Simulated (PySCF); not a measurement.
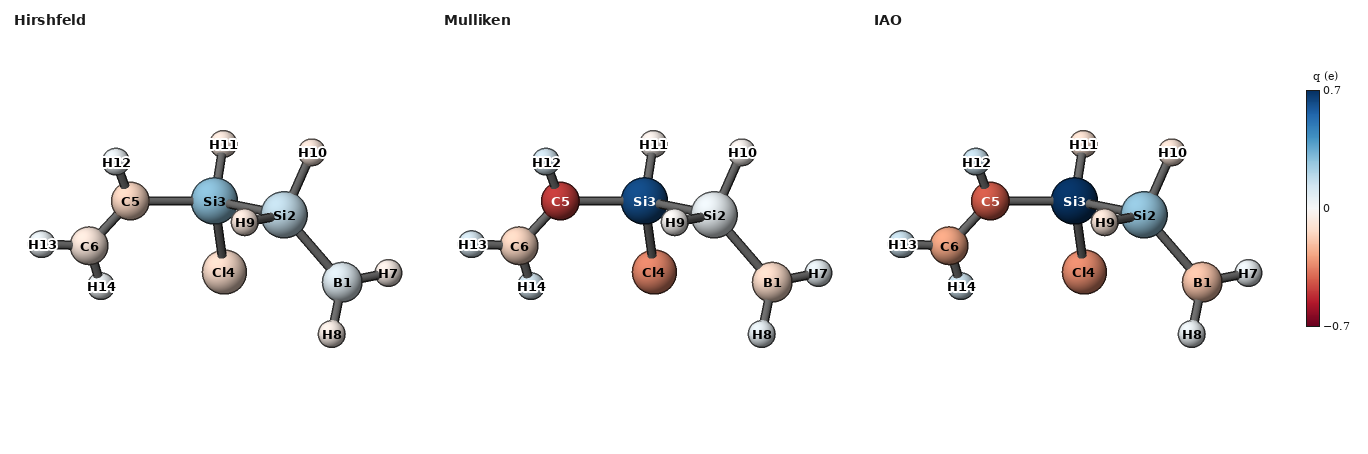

Atomic charges of one calculation by 3 schemes, on one colour scale. Computed geometry: GFN2-xTB optimisation. No frequency run is at hand to confirm it as a minimum. Computed with PBE0/pcSseg-1 (PySCF 2.14.0).

Question: Which scheme gives the most polar picture (largest mean size of the charges)?

Answer: The IAO charges are the largest in size here, and the Hirshfeld charges the smallest.

Question: On which atom do the schemes disagree most?

Answer: On Si3 (from 0.29 to 0.68 e).

List the charges (e), one line for each set of equivalent atoms.

```tsv
atom	Hirshfeld	Mulliken	IAO
B1	0.08	−0.13	−0.19
Si2	0.16	0.05	0.27
Si3	0.29	0.62	0.68
Cl4	−0.12	−0.34	−0.33
C5	−0.14	−0.48	−0.43
C6	−0.08	−0.15	−0.27
H7	−0.05	0.06	0.04
H8	−0.05	0.06	0.04
H9	−0.08	−0.01	−0.09
H10	−0.08	−0.03	−0.09
H11	−0.07	−0.04	−0.11
H12	0.05	0.14	0.16
H13	0.05	0.12	0.15
H14	0.04	0.13	0.15
```

The geometry is semi-empirical. Around B, Si such bond lengths and angles can be off by a tenth of an ångström or more and by several degrees, and values that hang on the shape move with them.
